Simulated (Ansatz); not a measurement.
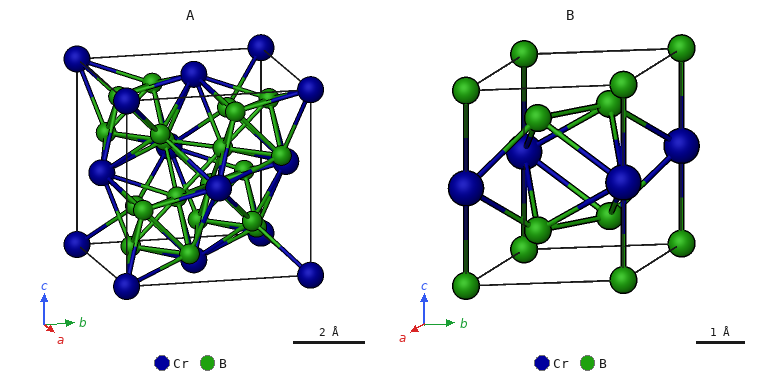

Two structures of CrB5, each relaxed to rest (conventional cells in solid outline, small ones repeated, not to one scale). Method: DFT PBE, scalar-relativistic, plane waves, PAW in Ansatz, without spin polarisation (spin-restricted runs, not always the ground states).

State the structure in each panel.

Answer. A: 24 atoms a cell on a face-centred cubic lattice, F-43m. B: 6 atoms a cell on a primitive hexagonal lattice, P6/mmm.

Compare their energies: which is lower?

Answer. A is lower, by 154 meV/atom at this level of theory (energies at zero smearing). Volumes: A 6.6, B 6.8 Å³/atom.

One or both may be structure types tried for this composition rather than known phases.
